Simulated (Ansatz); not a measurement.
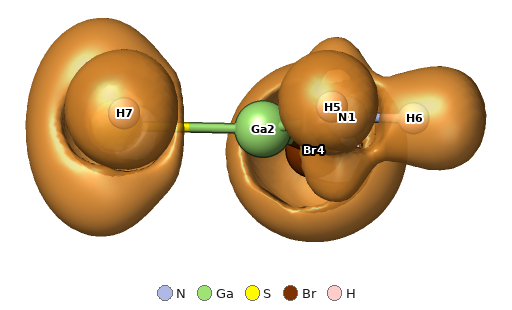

Figure. BrGaH$_{3}$NS (SMILES [NH2][Ga]([SH])[Br]). Isosurface of the ELF at 0.8 (orange), seen from one side. Core shells and regions of very low density are left out.

Level of theory: RKS B3LYP-D4/def2-SVP in Ansatz.

The calculation's input:

```
crystal:
  periodic: [false, false, false]
  atoms:
    - { symbol: "N", position_ang: [0.50061, 1.4144, 0.36216] }
    - { symbol: Ga, position_ang: [-0.22305, -0.22597, 0.02245] }
    - { symbol: S, position_ang: [0.63131, -1.67114, -1.43202] }
    - { symbol: Br, position_ang: [-2.19729, -0.65745, 1.10106] }
    - { symbol: H, position_ang: [1.42514, 1.67708, 0.04418] }
    - { symbol: H, position_ang: [0.2276, 2.00149, 1.14233] }
    - { symbol: H, position_ang: [1.66976, -0.87631, -1.6968] }
basis:
  gaussian: { orbitals: def2-SVP }
hamiltonian:
  xc: b3lyp
  dispersion: d4
relax:
  f_tol: 0.015
  max_steps: 40
output:
  orbitals: {}
```

Command:

```sh
ansatz run input.yaml --threads 2 --pin off --max-ram 3072MiB --backend cpu --events-out ev --progress --plain --runs-dir out
```

The fields are those of the relaxed geometry.

Question: Identify the bonds, lone pairs and shells in this picture.

Answer: The ELF exceeds this value in one region around a hydrogen nucleus, one ring or bowl of non-bonding electrons around Br, one region wrapped around S (its valence shell) and one joined region spread over several atoms (H, N), in which their bonds and any lone pairs are merged. Along the contacts the grid gives the following. Ga–N (1.81 Å): the ELF peaks at about 0.85 in the valence shell of N, 0.6 Å from its nucleus, and is about 0.30 at the midpoint. Ga–S (2.21 Å): the ELF peaks at about 0.85 in the valence shell of S, 0.9 Å from its nucleus, and is about 0.70 at the midpoint.
